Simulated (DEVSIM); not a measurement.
Structure: Schottky contact on n-type β-Ga2O3, at 300 K.

```csv
layer (left to right),material,thickness (μm),Nd (cm⁻³),τn (s),τp (s)
1,β-Ga2O3,0.420,1.5e14,5.4e-10,5.4e-10
2,β-Ga2O3,44.0,1.2e18,5.4e-10,5.4e-10
```

Left contact: Schottky, work function 5.02 eV, emission velocity 6.1e6 cm/s. Right contact: ohmic. Voltage is applied to the left contact. Recombination: SRH at mid-gap, radiative. Mobility is μmin + (μ − μmin)/(1 + (N/Nref)^α).

The device is made up for the run: typed textbook-type constants, with dimensions and the other settings drawn at random. Values at 300 K.

```
parameter      β-Ga2O3
-------------  -------
gap (eV)           4.8
affinity (eV)        4
permittivity        10
Nc (cm⁻³)       3.7e18
Nv (cm⁻³)         5e20
μn (cm²/Vs)        160
μp (cm²/Vs)          1
μn,min              20
μp,min             0.1
Nref,n            1e18
Nref,p            1e18
αn                 0.8
αp                 0.8
B (cm³/s)        1e-12
```

Model (solved in DEVSIM): 1D drift-diffusion, Boltzmann statistics, complete ionisation; no tunnelling, impact ionisation, image-force lowering or self-heating. Metal contacts follow the ideal Schottky-Mott rule: no Fermi-level pinning, no interface dipoles.

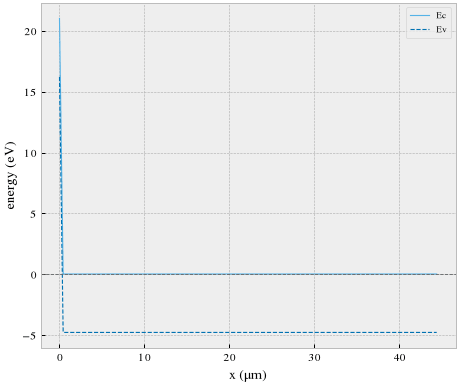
*Band edges at -20.0 V on the left contact*

Energies count from the Fermi level of the right contact; mesh points crowd at the junctions.

| x (μm) | Ec (eV) | Ev (eV) | n (cm⁻³) | p (cm⁻³) | field (V/cm) |
|---|---|---|---|---|---|
| 0.000 | 21.020 | 16.220 | < 1e2 | < 1e2 | -490000 |
| 0.02878 | 19.619 | 14.819 | < 1e2 | < 1e2 | -490000 |
| 0.08797 | 16.739 | 11.939 | < 1e2 | < 1e2 | -490000 |
| 0.2097 | 10.818 | 6.018 | < 1e2 | < 1e2 | -490000 |
| 0.3509 | 3.954 | -0.847 | < 1e2 | < 1e2 | -490000 |
| 0.4004 | 1.549 | -3.251 | < 1e2 | < 1e2 | -490000 |
| 0.4243 | 0.410 | -4.390 | 4.8e11 | < 1e2 | -390000 |
| 0.4810 | 0.029 | -4.771 | 1.2e18 | < 1e2 | ≈ 0 |
| 0.5882 | 0.029 | -4.771 | 1.2e18 | < 1e2 | ≈ 0 |
| 0.8132 | 0.029 | -4.771 | 1.2e18 | < 1e2 | ≈ 0 |
| 1.339 | 0.029 | -4.771 | 1.2e18 | < 1e2 | ≈ 0 |
| 3.232 | 0.029 | -4.771 | 1.2e18 | < 1e2 | ≈ 0 |
| 6.806 | 0.029 | -4.771 | 1.2e18 | < 1e2 | ≈ 0 |
| 14.88 | 0.029 | -4.771 | 1.2e18 | < 1e2 | ≈ 0 |
| 32.50 | 0.029 | -4.771 | 1.2e18 | < 1e2 | ≈ 0 |
| 39.16 | 0.029 | -4.771 | 1.2e18 | < 1e2 | ≈ 0 |
| 42.11 | 0.029 | -4.771 | 1.2e18 | < 1e2 | ≈ 0 |
| 43.41 | 0.029 | -4.771 | 1.2e18 | < 1e2 | ≈ 0 |
| 44.10 | 0.029 | -4.771 | 1.2e18 | < 1e2 | ≈ 0 |
| 44.29 | 0.029 | -4.771 | 1.2e18 | < 1e2 | ≈ 0 |
| 44.37 | 0.029 | -4.771 | 1.2e18 | < 1e2 | ≈ 0 |
| 44.42 | 0.029 | -4.771 | 1.2e18 | < 1e2 | ≈ 0 |
